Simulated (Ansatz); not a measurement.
The figure comes from a scan of CsSnI3 (cubic perovskite): one I atom of a 5-atom cell moves by s along Cartesian [110], with its periodic images. Method: PBE (plane waves to 420 eV, PAW, scalar-relativistic; Ansatz, a first-principles code). k mesh 5×5×5 (Γ-centred), Fermi-Dirac smearing 0.05 eV. Energies are smeared free energies. CsSnI3 was relaxed with its symmetry unable to fall. Spin-orbit coupling is left out, though I is heavy. The PAW data are Ansatz's earlier set. This is a high-temperature form of CsSnI3. The zero of ΔE is the undisplaced structure.

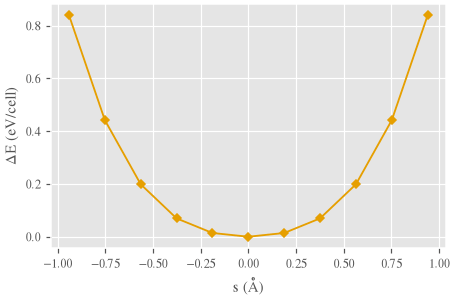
ΔE (eV/cell) against s (Å); markers are the computed points, lines only join them.

Read the plotted values off the figure, to the accuracy that the plot allows.

To the nearest 0.02:

| s (Å) | ΔE (eV/cell) |
|---|---|
| -0.940 | 0.84 |
| -0.752 | 0.44 |
| -0.564 | 0.20 |
| -0.376 | 0.06 |
| -0.188 | 0.02 |
| 0.000 | 0.00 |
| 0.188 | 0.02 |
| 0.376 | 0.06 |
| 0.564 | 0.20 |
| 0.752 | 0.44 |
| 0.940 | 0.84 |

(A displaced cell: forces are minus the slopes of the energy, force constants its curvatures, and phonons follow from these.)
